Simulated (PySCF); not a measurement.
Input file:

```
{"job": {"kind": "nmr", "xc": "PBE0", "basis": "pcSseg-1"}, "charge": 0, "multiplicity": 1}
Si    -2.307007    -0.612909     0.871063
C     -1.210301     0.320564    -0.368746
Si     0.513867    -0.418162    -0.623694
C      1.926824     0.119903     0.496027
C      1.976432     0.732295    -0.917577
H     -2.486827    -1.992768     0.413967
H     -3.619505     0.036523     0.953135
H     -1.676536    -0.610596     2.191269
H     -1.103517     1.355145    -0.043574
H     -1.719976     0.354785    -1.331651
H      0.570090    -1.754563    -1.200512
H      1.755506     0.817962     1.303757
H      2.730236    -0.561840     0.735101
H      2.808555     0.418231    -1.531099
H      1.837749     1.803419    -0.969380
```

Launched as:

```sh
OMP_NUM_THREADS=1 python probes_run.py task.json out
```

Geometry: GFN2-xTB.

All numbers below come from PBE0/pcSseg-1, SCF density, gas phase, non-relativistic (PySCF).

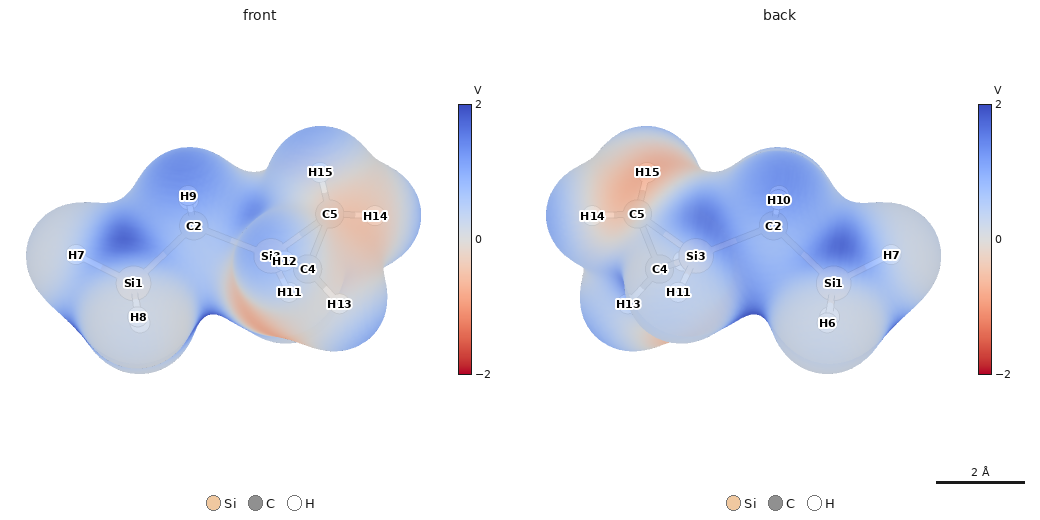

C3H10Si2 (SMILES [SiH3]C[SiH]1CC1). The molecular electrostatic potential painted on the density surface at 0.004 e/bohr³, seen from the front and from behind; the colour scale runs from red (negative) to blue (positive).

Q: Where is the surface potential most negative and most positive?

A: The most negative region (about −0.7 V) lies over C4 and C5, the most positive (about +1.8 V) over Si1 and Si3.

Q: What dipole moment does the calculation give?

A: Its dipole moment is 0.64 D.
